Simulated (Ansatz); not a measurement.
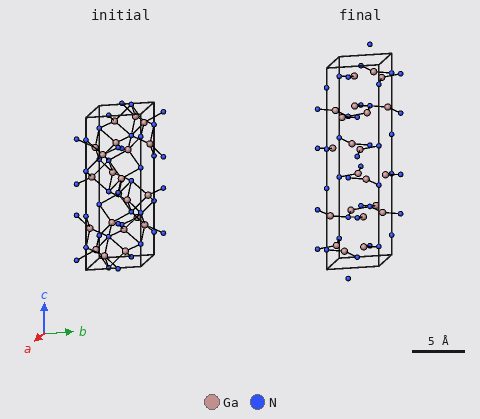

The structure of solid Ga$_{3}$N$_{2}$ (built on the corundum_167 type) (coarse preliminary run) before (left) and after (right) a relaxation, at one scale.

A ball-and-stick model of the conventional cell (3 times the calculation's cell), seen slightly off an axis. Lengths and directions refer to the drawn axes.

Case: anti-corundum type (R-3c, No. 167).

Computed with Ansatz 0.2.0, DFT PBE, scalar-relativistic, plane waves, PAW. Settings: plane-wave cutoff 420 eV; k-point mesh 6 × 6 × 6; occupations gaussian; smearing width 0.1 eV; no spin polarisation; cell and atoms relaxed; force threshold 0.04 eV/Å; at most 70 steps.

Q: Summarise the run.

A: The energy falls by 260 meV per atom in 15 accepted moves (19 points after the start). The largest force component goes from 0.47 to 0.018 eV/Å. The pressure goes from 0.36 to −0.06 GPa. The line search rejected the trial step at point 10 of the run. The SCF was repeated 3 times at an unchanged geometry on a basis and grid sized afresh for the cell, which shifted the energy by 25.5 meV per atom at most. The largest moves relative to the cell, 1.01 Å, are those of N atoms. Largest moves by element: N 1.01 Å, Ga 0.05 Å. Cell: a = b 5.568 → 5.323 Å (−4.4 %), c 15.202 → 20.083 Å (+32.1 %). Volume +20.7 %. Among the contacts that change: Ga–N 2.307 → 3.442 Å, Ga–N 2.170 → 1.903 Å. Bonds break: Ga–N (2.31 → 3.44 Å). Among the angles between lasting bonds that change: Ga–N–Ga 101.2° → 117.8°, N–Ga–N 120.4° → 110.5°. The space group stays R-3c (No. 167). The run took 3.1 min on 1 thread of Intel(R) Xeon(R) 6975P-C (Granite Rapids) (shared host), peak memory 0.65 GiB.
